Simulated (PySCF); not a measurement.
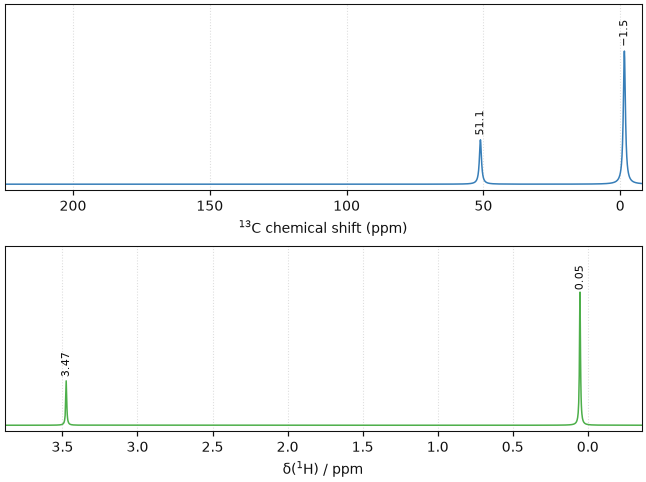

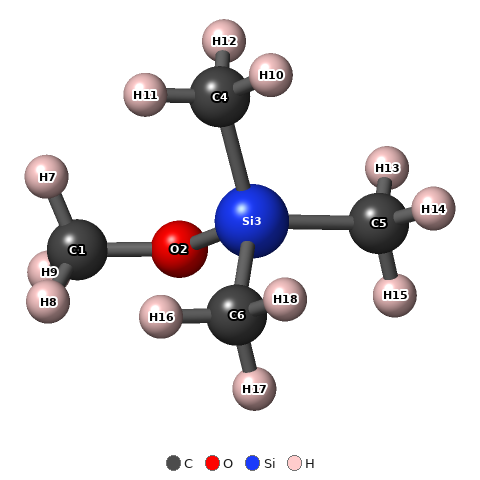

Spectrum and numbered structure of C₄H₁₂OSi, SMILES CO[Si](C)(C)C. GIAO shifts, mPW1PW91/pcSseg-1 in PySCF 2.14.0, at a PBE0-D3(BJ)/def2-SVP geometry (no frequency check), against TMS for ¹³C and TMS for ¹H computed at the same level. Gas phase, fully decoupled, line heights follow the number of nuclei, widths are arbitrary (no quadrupolar broadening); values of one conformer, averaged over nuclei that symmetry or rotation about single bonds exchange, these motions taken as fast.

Which atoms give which ¹³C line?

Answer.
| δ (ppm) | nuclei | atoms |
| --- | --- | --- |
| 51.1 | 1 | C1 |
| −1.5 | 3 | C4, C5, C6 |

Which atoms give which ¹H line?

Answer.
| δ (ppm) | nuclei | atoms |
| --- | --- | --- |
| 3.47 | 3 | H7, H8, H9 |
| 0.05 | 9 | H10, H11, H12, H13, H14, H15, H16, H17, H18 |
